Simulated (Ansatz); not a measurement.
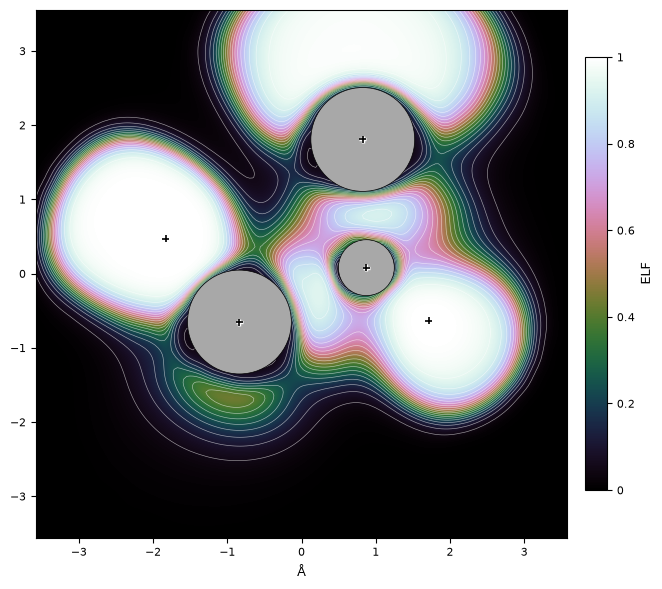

The electron localisation function on a plane through atoms (crosses mark nuclei in the plane; grey discs cover the cores).

Computed with isolated molecule in a Gaussian basis; Kohn-Sham density functional theory, functional PBE0 (Ansatz 0.2.0).

Candidates:
A. CH₂AlS₂ (SMILES [S-][Al]1[CH2][S]1) (charge −1)
B. CH₃ClSi₂ (SMILES [Si]=C[SiH2]Cl)
C. H₅NSSiZn (SMILES [NH2+]1[SiH2][S][ZnH-]1)

Question: Which system is this?

Answer: Candidate B: CH₃ClSi₂ on the plane of atoms Si4, C1 and H5, which holds C, Si and H. C–Si (1.73 Å): the ELF peaks at about 0.90 between the atoms: localised, covalent bonding. C–H (1.10 Å): the ELF climbs to about 1 towards the hydrogen, as it does in any bond to H: a covalent bond by its length.
